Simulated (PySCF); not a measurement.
**One shape, several levels: C2H7AsOSi (SMILES O=C([SiH3])C[AsH2])**

We compute a comparison of 6 runs (HF/STO-3G, HF/3-21G, HF/def2-SVP, B3LYP/6-31G*, PBE0/def2-SVP, MP2/def2-SVP) of C2H7AsOSi. Input form: a Python script.

The results are computed with PySCF 2.14.0.

## 1. Starting point

C2H7AsOSi: 12 atoms, total charge 0, spin state singlet. As SMILES, `O=C([SiH3])C[AsH2]`. Geometry: a GFN2-xTB relaxation, a rough one for these elements and not checked as a minimum. This is one conformer, not always the lowest.

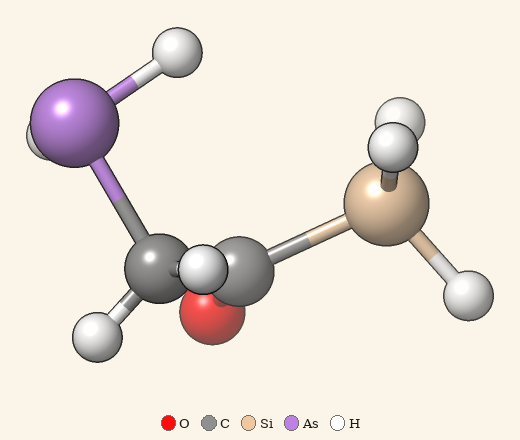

The structure, seen from a chosen angle (oxygen red, carbon grey, silicon light orange, arsenic purple, hydrogen white).

## 2. Energy and forces at HF/STO-3G (run 1)

Input file start.xyz:

```xyz
12

O     -0.702880    -1.794020     0.282540
C     -0.425660    -0.613020     0.371210
Si     1.164910    -0.112710     1.326610
C     -1.245290     0.433830    -0.291360
As    -0.470060     0.674940    -2.113430
H      0.915410    -0.424870     2.731320
H      2.274360    -0.895880     0.790310
H      1.379810     1.328890     1.139540
H     -1.201610     1.391850     0.229680
H     -2.284940     0.119910    -0.419320
H     -0.363720    -0.789040    -2.399100
H      0.959670     0.680110    -1.648010
```

Input file input.py:

```python
from pyscf import gto, scf

mol = gto.M(
    atom='start.xyz',
    charge=0,
    verbose=4,
    basis='sto-3g',
    max_memory=1860,
)

mf = scf.RHF(mol)
mf.conv_tol = 1e-10
mf.kernel()
if not mf.converged:
    mf = mf.newton().run(mf.mo_coeff, mf.mo_occ)

e_final = mf.e_tot
print(f'total energy: {e_final:.8f} hartree')
grad = mf.nuc_grad_method().kernel()
dip = mf.dip_moment()
pop, q = mf.mulliken_pop()
```

On the command line:

```sh
OMP_NUM_THREADS=1 python input.py
```

Output:

```text
PySCF version 2.14.0

[... 70 lines left out ...]
converged SCF energy = -2647.59277403273
total energy: -2647.59277403 hartree
[... 11 lines left out ...]
Dipole moment(X, Y, Z, Debye):  0.83855,  1.31858,  0.58154
[... 62 lines left out ...]
charge of   11H =     -0.11239
```

It took 4.8 s on 1 thread of Intel Xeon at 2.70GHz, shared host; peak memory 0.12 GiB.

## 3. Energy and forces at HF/3-21G (run 2)

Input file input.py:

```python
from pyscf import gto

molecule = gto.M(
    atom='''
O     -1.328251    -3.390206     0.533923
C     -0.804381    -1.158440     0.701485
Si     2.201361    -0.212991     2.506930
C     -2.353257     0.819820    -0.550591
As    -0.888285     1.275452    -3.993804
H      1.729874    -0.802888     5.161447
H      4.297918    -1.692968     1.493469
H      2.607463     2.511238     2.153419
H     -2.270714     2.630215     0.434032
H     -4.317911     0.226597    -0.792400
H     -0.687331    -1.491070    -4.533642
H      1.813513     1.285222    -3.114288
''',
    verbose=4,
    basis='3-21g',
    unit='bohr',
    max_memory=1860,
)

mf = molecule.RHF()
mf.conv_tol = 1e-10
mf.kernel()
if not mf.converged:
    mf = mf.newton().run(mf.mo_coeff, mf.mo_occ)

e_tot = mf.e_tot
print('E(%s) = %.9f' % ('HF', e_tot))
grad = mf.nuc_grad_method().kernel()
dip = mf.dip_moment()
pop, q = mf.mulliken_pop()
```

On the command line:

```sh
OMP_NUM_THREADS=1 python input.py
```

Output:

```text
PySCF version 2.14.0

[... 70 lines left out ...]
converged SCF energy = -2664.58771832675
[... 12 lines left out ...]
Dipole moment(X, Y, Z, Debye):  0.49093,  2.31921,  0.25565
[... 89 lines left out ...]
charge of   11H =     -0.11015
```

It took 6.3 s on 1 thread of Intel Xeon at 2.70GHz, shared host; peak memory 0.15 GiB.

Runs 3 to 5 aren't shown in full; the table further down has their settings and results.

## 4. Energy and gradient at MP2/def2-SVP (run 6)

Input file mol.xyz:

```xyz
12
C2H7AsOSi
O     -0.702880    -1.794020     0.282540
C     -0.425660    -0.613020     0.371210
Si     1.164910    -0.112710     1.326610
C     -1.245290     0.433830    -0.291360
As    -0.470060     0.674940    -2.113430
H      0.915410    -0.424870     2.731320
H      2.274360    -0.895880     0.790310
H      1.379810     1.328890     1.139540
H     -1.201610     1.391850     0.229680
H     -2.284940     0.119910    -0.419320
H     -0.363720    -0.789040    -2.399100
H      0.959670     0.680110    -1.648010
```

Input file input.py:

```python
import pyscf.grad
from pyscf import gto, scf, mp

system = gto.M(
    atom='mol.xyz',
    verbose=3,
    max_memory=1860,
    spin=0,
    charge=0,
    basis='def2-svp',
)

mf = scf.RHF(system)
mf.conv_tol = 1e-10
mf.kernel()
if not mf.converged:
    mf = mf.newton().run(mf.mo_coeff, mf.mo_occ)

pt = mp.MP2(mf, frozen=17).run()
energy = pt.e_tot
print('E(%s) = %.9f' % ('MP2', energy))
grad = pt.Gradients().kernel()
mf.analyze()
```

On the command line:

```sh
OMP_NUM_THREADS=1 python input.py
```

Output:

```text
converged SCF energy = -2677.28303450429
[... 18 lines left out ...]
MO #7   energy= -20.5473770744307  occ= 2
[... 14 lines left out ...]
MO #22  energy= -2.11393609234323  occ= 2
[... 14 lines left out ...]
MO #37  energy= -0.366606822645673 occ= 2
[... 14 lines left out ...]
MO #52  energy= 0.453251570759786  occ= 0
[... 14 lines left out ...]
MO #67  energy= 0.785143659401857  occ= 0
[... 14 lines left out ...]
MO #82  energy= 1.21934737233477   occ= 0
[... 14 lines left out ...]
MO #97  energy= 1.97756688913175   occ= 0
[... 14 lines left out ...]
MO #112 energy= 2.5108660832431    occ= 0
[... 14 lines left out ...]
MO #127 energy= 4.02914429601467   occ= 0
[... 13 lines left out ...]
Dipole moment(X, Y, Z, Debye):  0.55888,  2.45673,  0.26108
```

It took 62 s on 1 thread of Intel Xeon at 2.70GHz, shared host; peak memory 1.9 GiB.

## 5. All runs side by side

```
run                               level  integration grid  frozen core orbitals   energy (Eh)  dipole moment (D) of the reference  HOMO energy (eV)  LUMO energy (eV)  wall time
  1                           HF/STO-3G                 –                     –  -2647.592774                                1.67             -7.17              7.74      4.8 s
  2                            HF/3-21G                 –                     –  -2664.587718                                2.38             -9.74              3.07      6.3 s
  3                         HF/def2-SVP                 –                     –  -2677.283035                                2.53             -9.98              2.74       26 s
  4  B3LYP/6-31G* (spherical functions)                 5                     –  -2680.726770                                2.03             -6.31             -1.21       77 s
  5                       PBE0/def2-SVP                 5                     –  -2679.924921                                2.06             -6.72             -1.19       84 s
  6                        MP2/def2-SVP                 –                    17  -2678.076413                                2.53             -9.98              2.74       62 s
```

## 6. What came out

```
                                           quantity           value
                                run 6: total energy  -2678.07641 Eh
        run 6: dipole moment (Hartree–Fock density)          2.53 D
         run 6: HOMO energy (Hartree–Fock orbitals)        -9.98 eV
         run 6: LUMO energy (Hartree–Fock orbitals)         2.74 eV
       run 6: HOMO–LUMO gap (Hartree–Fock orbitals)        12.71 eV
run 6: correlation energy (17 core orbitals frozen)      -793.4 mEh
                    run 6: largest force on an atom      0.989 eV/Å
```

What this shows: Over runs 1, 2, 3, 4, 5 the dipole moment (its size) runs from 1.67 D (HF/STO-3G) to 2.53 D (HF/def2-SVP). Over runs 1, 2, 3, 4, 5 the HOMO–LUMO gap runs from 5.11 eV (B3LYP/6-31G*) to 14.90 eV (HF/STO-3G). The two ends differ in method and basis. Totals of different functionals can't be ranked against each other. In run 1 the basis is minimal, so the values are rough. All runs together took 4.3 min, the longest 84 s.
